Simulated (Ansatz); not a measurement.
# W₈HC₈Cl: molecular dynamics (part 4 of 4)

W₈HC₈Cl (slab, 18 atoms in the cell); DFT PBE-D3(BJ), scalar-relativistic, plane waves, PAW, PAW set soft_1, no spin polarisation (Ansatz 0.2.0); cutoff 420 eV, 3×3×1 k-mesh, Fermi–Dirac smearing of 0.1 eV. The structure derives from an entry of the Crystallography Open Database. The input holds or restrains some coordinates. It belongs to a series of runs on one base structure; here: dynamics from the start.

Geometry of the input (Å; fractional positions):
```
5.7997  0.0000  0.0000
0.0000  5.6751  0.0000
0.0000  0.0000  16.1856
W  0.0000  0.0000  0.0618
C  0.0031  0.2465  0.1625
W  0.2490  0.0021  0.2132
C  0.4365  0.2542  0.2969
W  0.0000  0.5000  0.0618
C  -0.0054  0.7548  0.1556
W  0.2473  0.4984  0.2149
C  0.0257  0.6299  0.3058
W  0.5000  0.0000  0.0618
C  0.5001  0.2492  0.1551
W  0.7451  -0.0022  0.2146
C  0.6775  0.2516  0.3121
W  0.5000  0.5000  0.0618
C  0.4921  0.7508  0.1626
W  0.7455  0.4997  0.2119
C  0.8373  0.7606  0.3123
Cl 0.2381  0.0653  0.3730
H  -0.2475  0.2473  0.3742
```

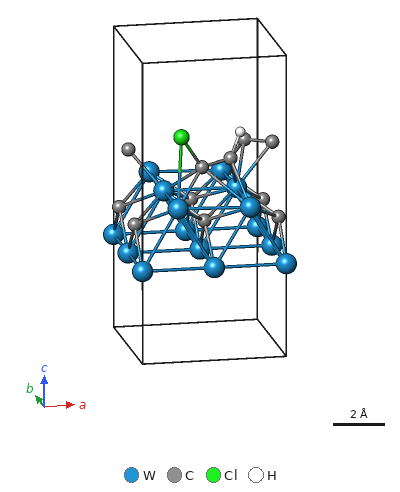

*The geometry at step 108 of the log (ball-and-stick view of the cell of the calculation, with the vacuum cut short, seen slightly off an axis).*

## Trajectory as extended XYZ, continued
```
18
Lattice="5.7997 0.0000 0.0000 0.0000 5.6751 0.0000 0.0000 0.0000 16.1856" Properties=species:S:1:pos:R:3:forces:R:3 step=81 time_fs=40.5 energy=-86178.88191 temperature=387.7
W     0.0000    0.0000    1.0000    0.0785   0.1470   0.1149
C     0.0102    1.4259    2.6263   -0.1961  -1.2288  -0.1883
W     1.4250   -0.0686    3.5167   -0.6432  -0.0492  -2.0868
C     2.5574    1.0354    4.7952    1.0641   0.5380   1.4943
W     0.0000    2.8375    1.0000    0.1321  -0.1056   0.0808
C    -0.1052    4.2471    2.5265    0.9566  -0.4205  -0.2298
W     1.4100    2.7149    3.5029    0.0183   1.0074   0.1020
C     0.1303    3.5225    5.0304   -1.0117   0.6746  -0.7875
W     2.8998    0.0000    1.0000   -0.3672  -1.2805  -0.4362
C     2.8318    1.3365    2.4936    0.6766   0.7759   0.6098
W     4.3264   -0.0834    3.4263   -0.5514   1.0999   0.7812
C     3.9279    1.4099    5.0866   -1.3557  -0.0351  -2.2215
W     2.8998    2.8375    1.0000   -0.2062  -0.3033  -0.0047
C     2.8338    4.1246    2.6843   -0.2331   1.0251  -0.2381
W     4.3550    2.7847    3.4583   -0.6393  -0.6551   0.4076
C     4.8360    4.2897    4.9481    2.1160  -0.9126   0.9267
Cl    1.5817    0.3591    6.1644   -0.3161  -0.3856   0.8856
H    -1.5170    1.3008    6.0823    0.4777   0.1083   0.7900
18
Lattice="5.7997 0.0000 0.0000 0.0000 5.6751 0.0000 0.0000 0.0000 16.1856" Properties=species:S:1:pos:R:3:forces:R:3 step=87 time_fs=43.5 energy=-86178.94938 temperature=436.2
W     0.0000    0.0000    1.0000    0.0363   0.0481   0.0807
C    -0.0001    1.4154    2.6099   -0.1411  -1.0149   0.0353
W     1.4233   -0.0745    3.5168   -0.6525   0.0210  -1.9121
C     2.5729    1.0167    4.7963    0.2119   0.2056   1.5359
W     0.0000    2.8375    1.0000    0.1235  -0.1221   0.0558
C    -0.1133    4.2439    2.5279    1.1154  -0.4486  -0.2896
W     1.4103    2.7073    3.5038   -0.1719   1.0561   0.0466
C     0.1258    3.5239    5.0436   -0.3005   0.1828  -0.8037
W     2.8998    0.0000    1.0000   -0.3665  -1.1864  -0.3105
C     2.8055    1.3340    2.5112    0.9202   0.7148   0.2372
W     4.3273   -0.0893    3.4245   -0.6644   1.2816   0.7924
C     3.9077    1.4158    5.0796   -0.1593   0.2015  -0.2735
W     2.8998    2.8375    1.0000   -0.2241  -0.3343   0.1622
C     2.8319    4.1280    2.6927   -0.2007   0.8573  -0.2941
W     4.3568    2.7801    3.4604   -0.6863  -0.6322   0.2136
C     4.8647    4.3018    4.9445    1.4689  -0.5493   0.9271
Cl    1.5940    0.3520    6.1950   -0.2185  -0.3229   0.6843
H    -1.5289    1.3933    6.1339   -0.0905   0.0418  -0.8876
18
Lattice="5.7997 0.0000 0.0000 0.0000 5.6751 0.0000 0.0000 0.0000 16.1856" Properties=species:S:1:pos:R:3:forces:R:3 step=92 time_fs=46.0 energy=-86178.98914 temperature=469.1
W     0.0000    0.0000    1.0000   -0.0004  -0.0657   0.0296
C    -0.0096    1.4009    2.5962   -0.0875  -0.7307   0.2429
W     1.4216   -0.0795    3.5163   -0.5914   0.1349  -1.6924
C     2.5873    1.0021    4.8056   -0.7645  -0.1960   1.3526
W     0.0000    2.8375    1.0000    0.1212  -0.1761   0.0339
C    -0.1140    4.2388    2.5274    1.1563  -0.4243  -0.2810
W     1.4104    2.7013    3.5045   -0.3169   1.0872  -0.0394
C     0.1202    3.5261    5.0503    0.8058  -0.6349  -0.6951
W     2.8998    0.0000    1.0000   -0.3736  -1.0790  -0.1688
C     2.7883    1.3358    2.5275    1.1049   0.5925  -0.1009
W     4.3279   -0.0937    3.4233   -0.7039   1.3666   0.8126
C     3.8893    1.4219    5.0711    0.6546   0.6122   0.3654
W     2.8998    2.8375    1.0000   -0.2298  -0.3401   0.3044
C     2.8292    4.1358    2.6981   -0.1423   0.6463  -0.3325
W     4.3582    2.7760    3.4621   -0.7090  -0.5918  -0.0257
C     4.8972    4.3090    4.9465    0.3635   0.2242   0.7631
Cl    1.6040    0.3454    6.2221   -0.1233  -0.2701   0.5500
H    -1.5405    1.4739    6.1319   -0.1636  -0.1553  -1.1189
18
Lattice="5.7997 0.0000 0.0000 0.0000 5.6751 0.0000 0.0000 0.0000 16.1856" Properties=species:S:1:pos:R:3:forces:R:3 step=98 time_fs=49.0 energy=-86179.01716 temperature=498.9
W     0.0000    0.0000    1.0000   -0.0395  -0.2326  -0.0790
C    -0.0218    1.3786    2.5812   -0.0099  -0.3069   0.4866
W     1.4193   -0.0856    3.5148   -0.4833   0.2898  -1.4017
C     2.5994    0.9828    4.8259   -1.7503  -0.6474   1.0347
W     0.0000    2.8375    1.0000    0.1254  -0.2876  -0.0055
C    -0.1072    4.2297    2.5251    1.0791  -0.3409  -0.1964
W     1.4105    2.6944    3.5053   -0.4581   1.1139  -0.1591
C     0.1193    3.5242    5.0539    2.0139  -1.5864  -0.5299
W     2.8998    0.0000    1.0000   -0.3879  -0.9402   0.0011
C     2.7748    1.3418    2.5466    1.2836   0.3837  -0.4645
W     4.3282   -0.0986    3.4222   -0.6888   1.4043   0.8915
C     3.8709    1.4334    5.0620    0.7250   0.8262  -0.8406
W     2.8998    2.8375    1.0000   -0.2261  -0.3260   0.4531
C     2.8251    4.1493    2.7024   -0.0436   0.3331  -0.3813
W     4.3595    2.7707    3.4643   -0.7038  -0.4778  -0.3258
C     4.9386    4.3196    4.9539   -0.9059   1.1678   0.4659
Cl    1.6158    0.3368    6.2564    0.0105  -0.1984   0.4372
H    -1.5617    1.5602    6.0572    0.4598  -0.1745   0.6139
18
Lattice="5.7997 0.0000 0.0000 0.0000 5.6751 0.0000 0.0000 0.0000 16.1856" Properties=species:S:1:pos:R:3:forces:R:3 step=103 time_fs=51.5 energy=-86179.06153 temperature=536.3
W     0.0000    0.0000    1.0000   -0.0608  -0.3857  -0.2107
C    -0.0321    1.3579    2.5712    0.0697   0.0718   0.6628
W     1.4172   -0.0906    3.5131   -0.4108   0.3857  -1.1850
C     2.6004    0.9632    4.8489   -2.0601  -0.8413   0.8640
W     0.0000    2.8375    1.0000    0.1341  -0.4113  -0.0564
C    -0.0955    4.2201    2.5220    0.9242  -0.2333  -0.0829
W     1.4104    2.6890    3.5060   -0.5324   1.1233  -0.2525
C     0.1290    3.5144    5.0540    2.0386  -1.5947  -0.4868
W     2.8998    0.0000    1.0000   -0.3988  -0.8295   0.1157
C     2.7705    1.3491    2.5602    1.3649   0.1783  -0.6951
W     4.3283   -0.1022    3.4216   -0.6510   1.3799   0.9809
C     3.8595    1.4477    5.0505    0.6922   0.8286  -0.8503
W     2.8998    2.8375    1.0000   -0.2126  -0.3017   0.5441
C     2.8213    4.1627    2.7040    0.0542   0.0454  -0.4259
W     4.3604    2.7660    3.4660   -0.6505  -0.2959  -0.5578
C     4.9693    4.3345    4.9629   -1.0062   1.1983   0.2672
Cl    1.6258    0.3292    6.2862    0.1406  -0.1255   0.3750
H    -1.5540    1.6214    6.0214    0.5646  -0.1925   0.9936
18
Lattice="5.7997 0.0000 0.0000 0.0000 5.6751 0.0000 0.0000 0.0000 16.1856" Properties=species:S:1:pos:R:3:forces:R:3 step=108 time_fs=54.0 energy=-86179.18286 temperature=617.2
W     0.0000    0.0000    1.0000   -0.0699  -0.5362  -0.3641
C    -0.0422    1.3373    2.5644    0.1612   0.4330   0.7969
W     1.4150   -0.0955    3.5110   -0.3673   0.4300  -1.0080
C     2.5912    0.9392    4.8766   -1.7371  -0.7474   0.7827
W     0.0000    2.8375    1.0000    0.1453  -0.5520  -0.1272
C    -0.0789    4.2092    2.5184    0.7087  -0.1053   0.0457
W     1.4101    2.6839    3.5066   -0.5452   1.1148  -0.3389
C     0.1486    3.4967    5.0515    1.1099  -0.7203  -0.5169
W     2.8998    0.0000    1.0000   -0.4027  -0.7316   0.1933
C     2.7730    1.3573    2.5705    1.3613  -0.0332  -0.8285
W     4.3281   -0.1053    3.4214   -0.6120   1.3084   1.0821
C     3.8515    1.4663    5.0355    0.8467   0.8699   0.8630
W     2.8998    2.8375    1.0000   -0.1897  -0.2726   0.5987
C     2.8177    4.1765    2.7034    0.1580  -0.2410  -0.4654
W     4.3610    2.7613    3.4675   -0.5503  -0.0401  -0.7529
C     4.9956    4.3553    4.9734   -0.1607   0.3888   0.1278
Cl    1.6362    0.3212    6.3170    0.2769  -0.0479   0.3493
H    -1.5167    1.6699    6.0350   -0.1331  -0.5173  -0.4374
18
Lattice="5.7997 0.0000 0.0000 0.0000 5.6751 0.0000 0.0000 0.0000 16.1856" Properties=species:S:1:pos:R:3:forces:R:3 step=114 time_fs=57.0 energy=-86179.27258 temperature=684.8
W     0.0000    0.0000    1.0000   -0.0699  -0.6910  -0.5403
C    -0.0533    1.3152    2.5614    0.2770   0.7947   0.8804
W     1.4121   -0.1013    3.5079   -0.3156   0.4359  -0.8235
C     2.5691    0.9053    4.9154   -0.6879  -0.2489   0.5673
W     0.0000    2.8375    1.0000    0.1595  -0.7263  -0.2371
C    -0.0543    4.1954    2.5145    0.3945   0.0531   0.1907
W     1.4095    2.6782    3.5071   -0.4519   1.0673  -0.4554
C     0.1794    3.4711    5.0450   -0.2154   0.6376  -0.4946
W     2.8998    0.0000    1.0000   -0.3920  -0.6377   0.2367
C     2.7850    1.3671    2.5776    1.2349  -0.2638  -0.8304
W     4.3276   -0.1086    3.4215   -0.5618   1.1971   1.2512
C     3.8467    1.4942    5.0226   -0.1233   0.2215   1.4194
W     2.8998    2.8375    1.0000   -0.1541  -0.2407   0.6194
C     2.8145    4.1916    2.6996    0.2784  -0.5443  -0.4860
W     4.3616    2.7554    3.4690   -0.4031   0.3126  -0.9312
C     5.0272    4.3826    4.9869    1.0176  -0.8230  -0.0661
Cl    1.6495    0.3114    6.3552    0.4057   0.0223   0.4035
H    -1.4811    1.6888    6.0211   -0.3925  -0.5666  -0.7041
18
Lattice="5.7997 0.0000 0.0000 0.0000 5.6751 0.0000 0.0000 0.0000 16.1856" Properties=species:S:1:pos:R:3:forces:R:3 step=119 time_fs=59.5 energy=-86179.29849 temperature=713.8
W     0.0000    0.0000    1.0000   -0.0668  -0.7816  -0.6449
C    -0.0612    1.3009    2.5637    0.3702   1.0023   0.8706
W     1.4095   -0.1061    3.5051   -0.2443   0.4269  -0.6723
C     2.5463    0.8752    4.9512    0.2188   0.2741   0.1701
W     0.0000    2.8375    1.0000    0.1706  -0.8608  -0.3362
C    -0.0312    4.1839    2.5121    0.1114   0.1756   0.2800
W     1.4089    2.6737    3.5075   -0.2814   0.9825  -0.5820
C     0.2047    3.4524    5.0369   -0.8727   1.4045  -0.3682
W     2.8998    0.0000    1.0000   -0.3715  -0.5836   0.2407
C     2.8020    1.3740    2.5790    1.0273  -0.4162  -0.7164
W     4.3270   -0.1110    3.4221   -0.5066   1.1039   1.4147
C     3.8421    1.5191    5.0190   -1.5975  -0.7145   0.3968
W     2.8998    2.8375    1.0000   -0.1195  -0.2210   0.6093
C     2.8132    4.2014    2.6937    0.3648  -0.7342  -0.4656
W     4.3619    2.7506    3.4700   -0.2861   0.5906  -1.0263
C     5.0589    4.4016    4.9980    1.4847  -1.4140  -0.2774
Cl    1.6614    0.3032    6.3883    0.4511   0.0409   0.5350
H    -1.4730    1.6686    5.9694    0.1476  -0.2754   0.5721
18
Lattice="5.7997 0.0000 0.0000 0.0000 5.6751 0.0000 0.0000 0.0000 16.1856" Properties=species:S:1:pos:R:3:forces:R:3 step=125 time_fs=62.5 energy=-86179.29829 temperature=729.7
W     0.0000    0.0000    1.0000   -0.0659  -0.8314  -0.6840
C    -0.0683    1.2902    2.5723    0.4716   1.1101   0.7576
W     1.4063   -0.1116    3.5013   -0.1179   0.4136  -0.4899
C     2.5202    0.8406    4.9956    0.8865   0.7522  -0.4691
W     0.0000    2.8375    1.0000    0.1806  -0.9925  -0.4351
C    -0.0025    4.1713    2.5112   -0.2185   0.3024   0.3211
W     1.4080    2.6688    3.5076    0.0106   0.8168  -0.7622
C     0.2298    3.4391    5.0247   -0.9673   1.6466  -0.1252
W     2.8998    0.0000    1.0000   -0.3411  -0.5530   0.2200
C     2.8293    1.3795    2.5761    0.6698  -0.5358  -0.5046
W     4.3261   -0.1133    3.4234   -0.4162   0.9852   1.5697
C     3.8259    1.5445    5.0175   -2.2356  -1.4206   0.4466
W     2.8998    2.8375    1.0000   -0.0706  -0.2081   0.5771
C     2.8142    4.2084    2.6835    0.4398  -0.8589  -0.3892
W     4.3622    2.7450    3.4707   -0.1627   0.8545  -1.0356
C     5.1069    4.4155    5.0094    1.2875  -1.4009  -0.5428
Cl    1.6769    0.2933    6.4296    0.4405   0.0243   0.7504
H    -1.4521    1.6223    5.9504    0.2090  -0.1044   0.7954
18
Lattice="5.7997 0.0000 0.0000 0.0000 5.6751 0.0000 0.0000 0.0000 16.1856" Properties=species:S:1:pos:R:3:forces:R:3 step=130 time_fs=65.0 energy=-86179.32329 temperature=755.1
W     0.0000    0.0000    1.0000   -0.0691  -0.8225  -0.6388
C    -0.0717    1.2873    2.5837    0.5434   1.0757   0.5878
W     1.4035   -0.1162    3.4980    0.0222   0.4081  -0.3435
C     2.5028    0.8155    5.0305    1.0764   0.9663  -0.9861
W     0.0000    2.8375    1.0000    0.1844  -1.0697  -0.4837
C     0.0205    4.1622    2.5121   -0.4710   0.3836   0.2901
W     1.4072    2.6649    3.5074    0.2979   0.6295  -0.9109
C     0.2457    3.4367    5.0136   -0.5035   1.2487   0.0956
W     2.8998    0.0000    1.0000   -0.3168  -0.5592   0.1879
C     2.8561    1.3812    2.5707    0.3158  -0.5758  -0.3105
W     4.3252   -0.1150    3.4250   -0.3199   0.8839   1.6463
C     3.8005    1.5582    5.0190   -1.4949  -1.7031   1.8601
W     2.8998    2.8375    1.0000   -0.0264  -0.2104   0.5382
C     2.8174    4.2096    2.6727    0.4720  -0.8653  -0.2859
W     4.3624    2.7407    3.4710   -0.0910   0.9814  -0.9221
C     5.1543    4.4195    5.0162    0.5545  -0.7861  -0.7135
Cl    1.6908    0.2851    6.4657    0.4112   0.0024   0.9037
H    -1.4238    1.5762    5.9814   -0.5853   0.0125  -0.5145
```
